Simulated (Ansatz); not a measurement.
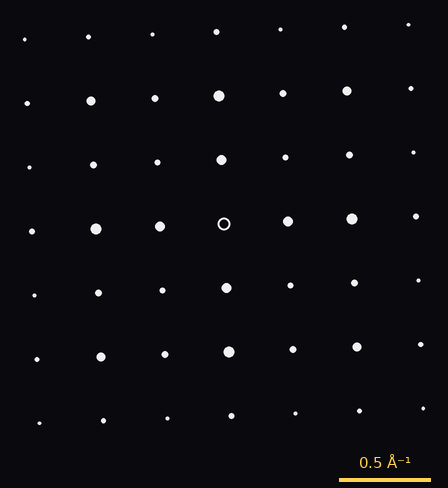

Kinematic zone-axis pattern, calculated for 100 keV electrons with B = 0.5 Å².

### Read the repeat vectors of the pattern off the scale bar.

The spots form a square net with both shortest vectors at d = 2.84 Å, 90.0° apart.

### What is the point symmetry of the pattern, intensities included?

4mm. A fourfold pattern needs a tetragonal or cubic crystal seen along a 4 or -4 axis.

### What was simulated?

This cannot be fixed from one zone alone; the pattern is [001] of CdGe2, space group Fd-3m (No. 227), a = 8.035 Å. The net vectors are 2 -2 0 and 2 2 0. Structure: the geometry relaxed with DFT PBE, scalar-relativistic, plane waves, PAW in Ansatz; the starting structure was generated, so it need not be a known form of this composition.
